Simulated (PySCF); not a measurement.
**B4H16Hf: density, localisation and related maps**

Input file:

```
mol = gto.M(atom='''
Hf    -0.00000     0.00000    -0.05286
B      1.39855     1.27631     1.28542
H      2.12422     1.93622     1.97685
H      1.35206     0.06051     1.60555
H      1.71698     1.27034     0.06846
H      0.19801     1.65145     1.29512
B     -1.39855    -1.27630     1.28543
H     -2.12422    -1.93622     1.97685
H     -1.35206    -0.06050     1.60555
H     -1.71697    -1.27033     0.06846
H     -0.19801    -1.65143     1.29513
B      1.27740    -1.39893    -1.38952
H      1.93639    -2.12351    -2.08292
H      1.60058    -1.41786    -0.17383
H      0.04763    -1.66528    -1.39428
H      1.33751    -0.18439    -1.71284
B     -1.27738     1.39895    -1.38952
H     -1.93636     2.12355    -2.08291
H     -1.60056     1.41788    -0.17383
H     -0.04760     1.66528    -1.39428
H     -1.33750     0.18441    -1.71284''',
    basis={'Hf': 'def2-SVP', 'B': 'def2-SVP', 'H': 'def2-SVP'},
    ecp={'Hf': 'def2-SVP'},
    charge=0, spin=0)
mf = dft.RKS(mol, xc='TPSS')
mf.grids.atom_grid = (75, 302)  # f atoms: at least (60, 302), unpruned
mf = mf.density_fit()  # Hf def2-universal-JKFIT, B def2-universal-JKFIT, H def2-universal-JKFIT
mf.conv_tol = 1e-09; mf.max_cycle = 55
mf.kernel(dm0)
```

Launched as:

```sh
OMP_NUM_THREADS=4 python run.py
```

Core potentials replace the inner electrons of Hf.

Method: RKS TPSS, Hf def2-SVP with ECP60, B def2-SVP, H def2-SVP; non-relativistic Hamiltonian with scalar-relativistic core potentials where named; density fitting (PySCF).

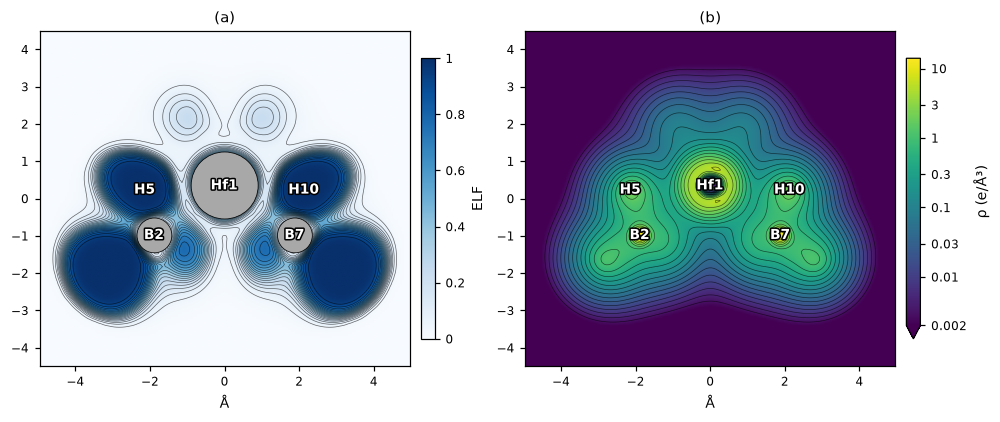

Figure 1. (a) ELF; (b) electron density on the plane of atoms H5, Hf1 and H10. Grey discs cover the atomic cores in the ELF map.

### Describe what can be read from this map.

The section cuts through Hf, B and H sites. Hf–B (2.32 Å): the density is about 0.39 e/Å³ at the midpoint; the ELF is about 0.15 at the midpoint. Hf–H (2.14 Å): ρ at the midpoint is about 0.43 e/Å³; the ELF climbs to about 1 towards the hydrogen.

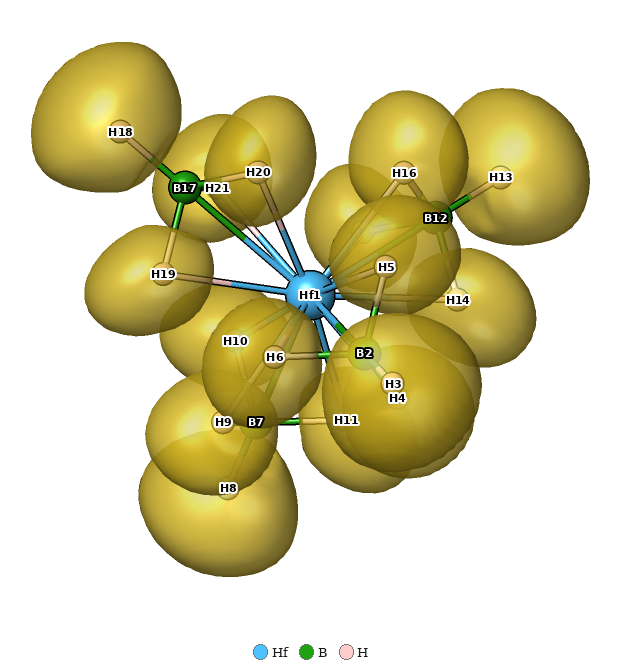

Figure 2. Isosurface of the electron localisation function at 0.8 (yellow), seen from one side. Core shells and regions of very low density are left out.

### Describe the localisation domains.

The surface consists of 16 regions around hydrogen nuclei. Profiles from the grid: B–H (1.20 Å): the ELF climbs to about 1 towards the hydrogen; a covalent bond by its length.

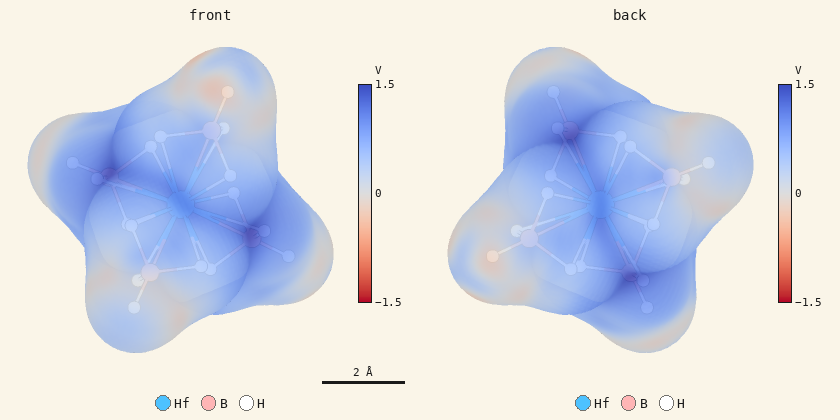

Figure 3. The molecular electrostatic potential painted on the density surface at 0.004 e/bohr³, seen from the front and from behind; red is negative and blue positive.

### Which sites attract a positive test charge, and which a negative one?

A positive charge is drawn to the negative regions and a negative charge to the positive ones. The most negative region (about −0.2 V) lies over H3 and H13, the most positive (about +1.4 V, or +32 kcal/mol for a unit charge) over Hf1.
